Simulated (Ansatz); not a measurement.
The calculation's input:

```
crystal:
  periodic: [false, false, false]
  atoms:
    - {symbol: C, position_ang: [0.397607, 0.073440, 0.285062]}
    - {symbol: Mg, position_ang: [-1.243104, 1.275755, 2.691545]}
    - {symbol: "N", position_ang: [-0.407357, -0.020040, 1.251365]}
    - {symbol: Na, position_ang: [-1.648820, -1.640569, 2.279107]}
    - {symbol: H, position_ang: [0.888826, 1.025745, -0.023790]}
    - {symbol: H, position_ang: [0.697278, -0.789249, -0.356173]}
basis:
  gaussian: {orbitals: def2-TZVPD}
total_charge: 0
hamiltonian: {xc: pbe0}
output: {forces: true, orbitals: {seedname: orbitals}}
```

Launched as:

```sh
ansatz run input.yaml --threads 1 --pin off --max-ram 2610MiB --events-out events.jsonl --progress --plain --runs-dir runs
```

Geometry: PBE0-D3(BJ)/def2-SVP.

Method: Ansatz, isolated molecule in a Gaussian basis; Kohn-Sham density functional theory, functional PBE0.

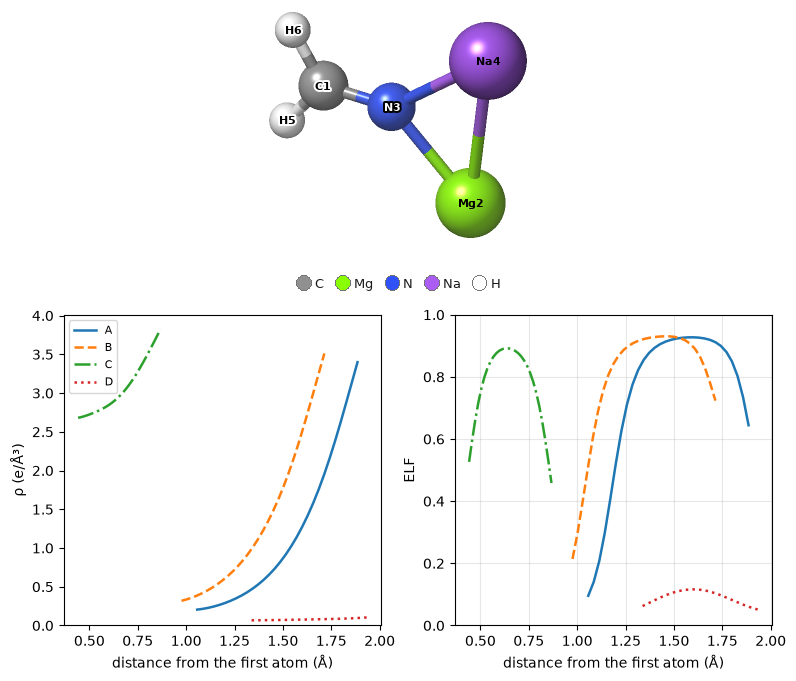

CH2MgNNa (SMILES C=[N+]1[Na-][Mg]1). Total electron density and ELF along straight lines between neighbouring atoms. The curves leave out the atomic cores. The structure is drawn too.

Which curve belongs to which contact (C–N, Mg–N, Na–Mg and Na–N)? The first atom named is at distance zero.

Answer. Curve A: Na–N (2.29 Å): ρ is about 0.24 e/Å³ halfway; the ELF peaks at about 0.95 in the valence shell of N, 0.7 Å from its nucleus, and is about 0.30 at the midpoint: a closed-shell, largely ionic contact. Curve B: Mg–N (2.11 Å): ρ is about 0.38 e/Å³ halfway; the ELF peaks at about 0.95 in the valence shell of N, 0.7 Å from its nucleus, and falls to about 0.05 next to Mg (a largely ionic contact). Curve C: C–N (1.26 Å): the density is about 2.9 e/Å³ at the midpoint; the ELF peaks at about 0.90 between the atoms (a multiple bond). Curve D: Na–Mg (2.97 Å): ρ at the midpoint is about 0.07 e/Å³; the ELF is about 0.10 at the midpoint.
